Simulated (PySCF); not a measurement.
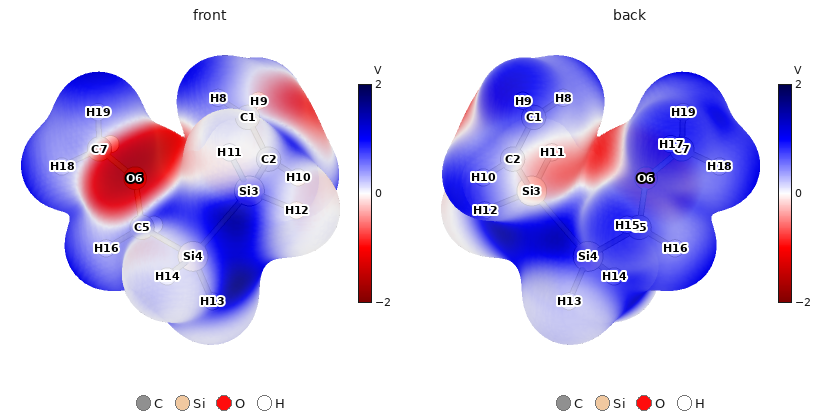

The picture shows: C$_{4}$H$_{12}$OSi$_{2}$ (SMILES C=C[SiH2][SiH2]COC). The molecular electrostatic potential painted on the density surface at 0.004 e/bohr³, seen from the front and from behind; red is negative and blue positive.

Geometry: GFN2-xTB.

The calculation used PySCF, PBE0/pcSseg-1, SCF density, gas phase, non-relativistic.

```xyz
19

C    -1.7776   -1.7706    0.1777
C    -2.1974   -0.5238    0.3229
Si   -1.3384    0.7779    1.3853
Si    0.0449    2.0910    0.0690
C     1.0982    0.8583   -0.9404
O     1.3744   -0.1785   -0.0167
C     2.1275   -1.2296   -0.5552
H    -0.9091   -2.1357    0.7017
H    -2.2723   -2.4852   -0.4649
H    -3.0742   -0.2102   -0.2339
H    -0.6406    0.0992    2.4833
H    -2.4088    1.5839    2.0018
H    -0.5867    2.9923   -0.9097
H     0.9800    2.9374    0.8230
H     0.5568    0.4540   -1.8072
H     2.0344    1.2872   -1.3208
H     1.6107   -1.6901   -1.4077
H     3.1126   -0.8803   -0.8913
H     2.2558   -1.9680    0.2348
```

Describe the electrostatic potential map.

Answer. The most negative region (about −1.5 V, or −35 kcal/mol for a unit charge) lies over O6, the most positive (about +1.5 V, or +35 kcal/mol for a unit charge) over Si3 and Si4. O6 is the likeliest acceptor of a hydrogen bond.
